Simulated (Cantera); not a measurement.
Charge: 1 mol MgSO4, 1.3 mol H2O, 9.3 mol H2, at 7.50 Torr.

These are equilibrium values from Cantera (NASA tables, ideal gas, pure condensed phases), not measurements of a reactor. Candidate condensed phases: H2O, H2SO4, Mg, MgO, Mg(OH)2, MgS, MgSO4, S; 26 gas species. Gases not in the tables: S3 to S7. Equilibrium is a limit: real reactors are often held back by kinetics, nucleation or transport.

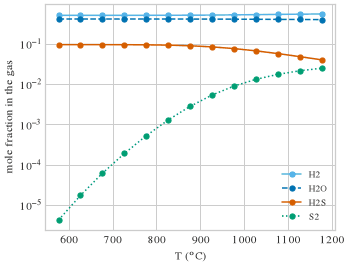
Figure: Equilibrium gas composition (values under 1e-9 drawn at 1e-9)

Q: Read off the mole fractions at 1077 °C.

A: H2 about 0.53, H2O about 0.40, H2S about 0.057, S2 about 0.017.
